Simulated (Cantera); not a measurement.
Feed: 1 mol SiC, 0.012 mol O2, 380 mol H2, 0.42 mol N2O, at 13.3 mbar.

Cantera equilibrium calculation (NASA polynomials, part measured and part estimated; ideal gas, pure solids and liquids). Candidate condensed phases: C, C6H6, C7H8, C8H18, H2O, Si, SiC, SiO2, Si2N2O, Si3N4; 151 gas species. Mutual solubility and eutectic melting of coexisting phases are not modelled. Gases not in the tables: Si2H6 and higher silanes. Rates play no part.

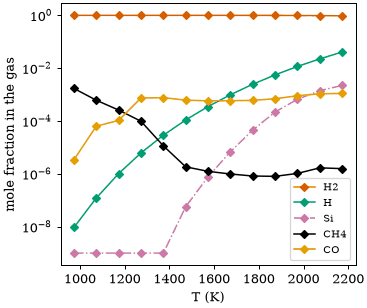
Figure: Equilibrium gas composition (values under 1e-9 drawn at 1e-9)

Task: Read off the mole fractions at 2173 K.

Result: H2 about 0.95, H about 0.041, Si about 0.0022, CO about 0.0011, CH4 about 1.6e-6.
